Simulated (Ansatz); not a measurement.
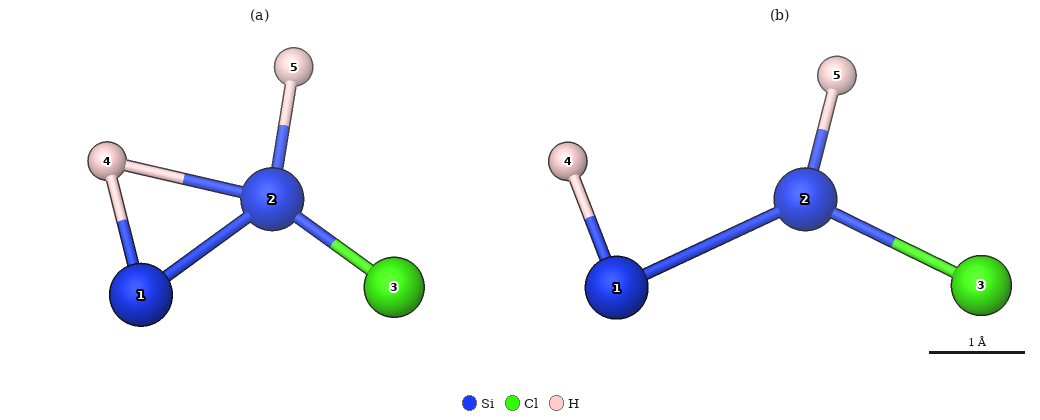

The structure of Si2H2Cl (multiplicity 2) before (left) and after (right) a relaxation, at one scale.

Style: ball-and-stick. Shown at a tilt.

It is one of the separated reactants of a reaction.

The calculation used UKS PBE-D4/def2-SVP (Ansatz).

Input file:
```yaml
crystal:
  periodic: [false, false, false]
  atoms:
    - {symbol: Si, position_ang: [-0.563603, 0.567814, -1.340054]}
    - {symbol: Si, position_ang: [0.281338, -0.032179, 0.163103]}
    - {symbol: Cl, position_ang: [1.822354, 0.380015, -0.129065]}
    - {symbol: H, position_ang: [-1.459127, -0.145423, -0.215174]}
    - {symbol: H, position_ang: [-0.080962, -0.770227, 1.521190]}
basis:
  gaussian: {orbitals: def2-SVP}
magnetization: {spin_polarized: true, initial_magnetization: 1}
hamiltonian: {xc: pbe, dispersion: d4}
relax: {f_tol: 0.03, max_steps: 250}
```

Run as
```bash
ansatz run in.yaml --threads 2 --pin off --events-out ev --progress --plain --max-ram 4352MiB
```

### What changed between the two?

Cl3 moves most after the best rigid fit: 0.71 Å. By element the largest moves are Cl 0.71 Å, H 0.63 Å, Si 0.47 Å. Among the contacts that change: Si1–Cl3 2.682 → 3.856 Å, Si2–H4 1.785 → 2.533 Å, Si1–Si2 1.826 → 2.291 Å, Si2–Cl3 1.622 → 2.082 Å. Among the angles between lasting bonds that change: Si1–Si2–Cl3 102.0° → 123.7°, Si2–Si1–H4 62.3° → 79.8°, Cl3–Si2–H5 119.3° → 104.1°. Over 9 geometry steps the energy falls by 7.673 eV. Largest force component: 26 eV/Å at the start, 0.0044 eV/Å at the end.
